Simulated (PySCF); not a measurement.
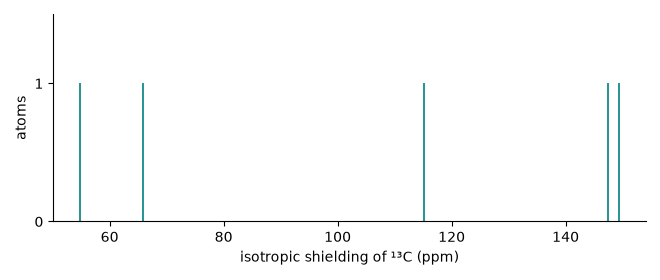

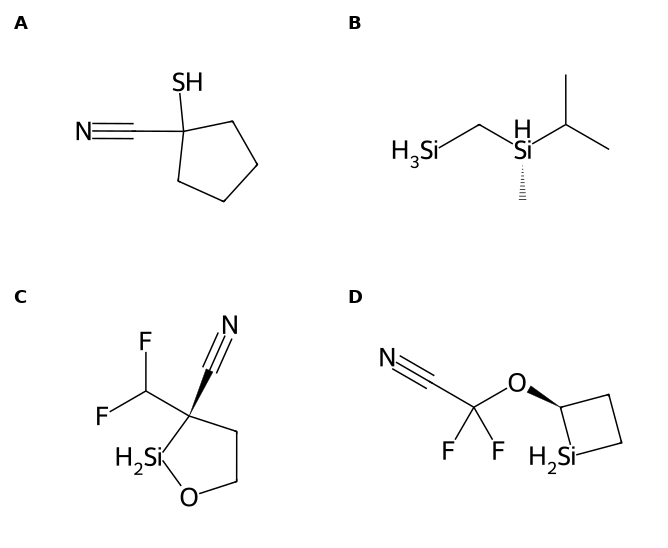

The sticks are computed shieldings of one of the molecules, for one fixed geometry (PBE0-D3(BJ)/def2-SVP) without averaging over rotations. Low shielding means a high chemical shift. Method: GIAO PBE0/pcSseg-1 NMR shielding, non-relativistic, IEF-PCM acetonitrile (PySCF 2.14.0).

> Match the spectrum to a structure.

C, `N#C[C@@]1(C(F)F)CCO[SiH2]1`. Its 5 C atoms give lines at 54.8, 65.9, 115.1, 147.5, 149.3 ppm.
